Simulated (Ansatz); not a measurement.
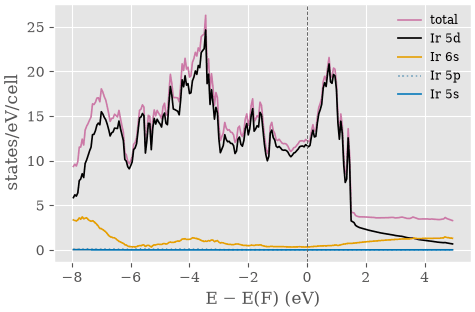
Figure. Total and projected density of states of Ir in space group P6_3/mmc (No. 194; Ir on 2d, Ir on 4f, Ir on 4e, Ir on 4f), plane-wave PAW r²SCAN (Ansatz code)

**Question.** Which orbitals carry the states next to the Fermi level?

**Answer.** Within 0.5 eV of the Fermi level: Ir 5d 95 %. Projections are on Löwdin-orthogonalised atomic valence shells; empty p or d shells of many metals are not among them.

**Question.** Where is the tallest occupied peak in this window, and what makes it?

**Answer.** Near -3.4 eV, about 26 states/eV per cell; the largest projected share is Ir 5d.

The start of the workflow was typed in or built on a structure type; the Crystallography Open Database copy checked does not list it. It is not the phase usual at ambient conditions (space group No. 225). Symmetry was held in the r²SCAN relaxation; whether a distortion lowers the energy is not shown. The run is not spin-polarised. Scalar-relativistic: spin–orbit coupling is off unless named, which matters more the heavier the elements.

Potentials: the earlier of the program's two PAW sets.
